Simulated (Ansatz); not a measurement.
Lu₂NF₃

The calculation's input:

```
crystal:
  lattice:
    - [3.8267295599, 0.0, 0.0]
    - [0.0, 3.8267295599, 0.0]
    - [0.0, 0.0, 5.4929732238]
  atoms:
    - { symbol: Lu, position: [0.5, 0.0, 0.2152519334] }
    - { symbol: Lu, position: [0.0, 0.5, 0.7847480666] }
    - { symbol: "N", position: [0.0, 0.0, 0.0] }
    - { symbol: F, position: [0.5, 0.5, 0.0] }
    - { symbol: F, position: [0.5, 0.5, 0.5] }
    - { symbol: F, position: [0.0, 0.0, 0.5] }
basis:
  ecutwfc: 420
kpoints:
  mp_grid: { grid: [8, 8, 6] }
hamiltonian:
  xc: pbe
scf:
  occupations: { method: gaussian, width: 0.02 }
output:
  forces: true
  stress: true
  eigenvalues: true
  write_density: true
  write_potential: true
  elf: true
  volumetric_format: npy
relax:
  adjacent_minimum: "off"
  f_tol: 0.01
  max_steps: 80
  cell: { stress_tol: 0.05 }
```

Launched as:

```sh
ansatz run input.yaml --threads 1 --pin off --max-ram 2560MiB --backend cpu --events-out ev --progress --plain --runs-dir out
```

Below, planes, directions and counts refer to the conventional cell (a = 3.83 Å, b = 3.83 Å, c = 5.49 Å, α = 90.00°, β = 90.00°, γ = 90.00°).

Space group P-4m2; a generated structure, not necessarily the stable one.

The calculation used DFT PBE, scalar-relativistic, plane waves, PAW in Ansatz 0.2.0.

Question: What will maps of the valence pseudo-density and electron localisation function show?

Answer: Lu–N (2.25 Å): ρ is about 0.53 e/Å³ halfway; the ELF peaks at about 0.80 in the valence shell of N, 0.7 Å from its nucleus, and is about 0.20 at the midpoint; no shared electron pair shows on this line.
Lu–F (2.47 Å): ρ at the midpoint is about 0.24 e/Å³; the ELF is about 0.05 at the midpoint: no localised pair shows between them.

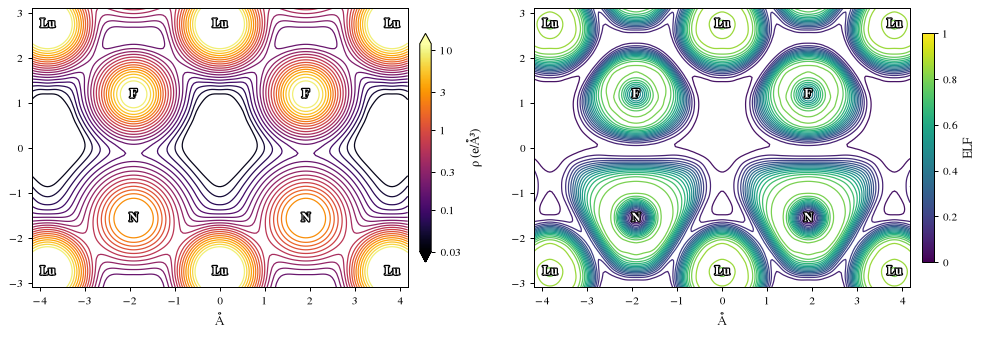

Computed valence pseudo-density and electron localisation function on the (100) plane of the conventional cell, in this order. 

The density is the valence pseudo-density of a PAW calculation; it isn't the true density close to the nuclei.
